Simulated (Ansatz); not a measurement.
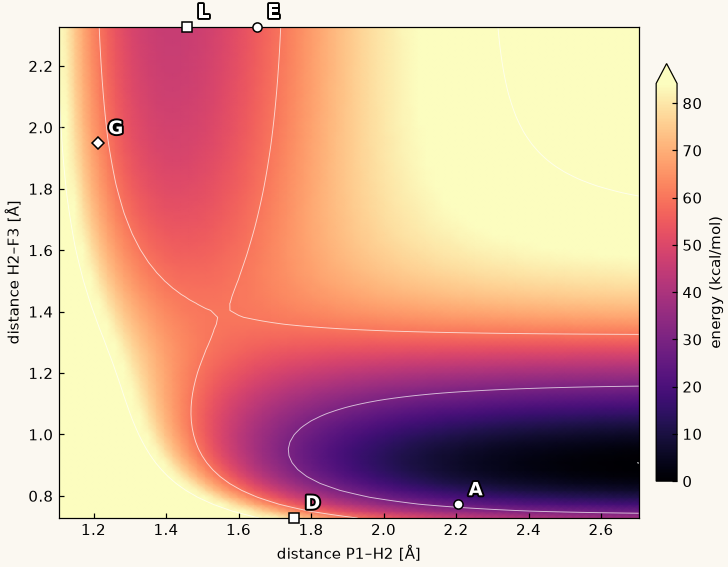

The system P + HF, spin multiplicity 4. The first coordinate is: distance P1–H2; the second: distance H2–F3. Nothing is relaxed (the angle P1–H2–F3 is fixed at 120 degrees). The scan uses a 17 × 17 grid. Points are written as (first, second). Energies: kcal/mol, counted from the lowest grid point. In part of the range the unrestricted reference is strongly spin-contaminated. Theory: UHF/aug-cc-pVTZ in Ansatz 0.2.0.

The picture shows a smooth colour map with a few white contour lines, one colour for all values above the top of the scale, lettered points. Between grid points the surface is interpolated.

### What kind of point is each of A, G: minimum, saddle, maximum or slope?

A: on a slope; G: on a slope. (In these two coordinates alone; a stationary point may lie a little off the grid point.)

### Rank the lettered points by energy, lowest first.

A (26 kcal/mol), L (46 kcal/mol), E (55 kcal/mol), G (65 kcal/mol), D (77 kcal/mol).
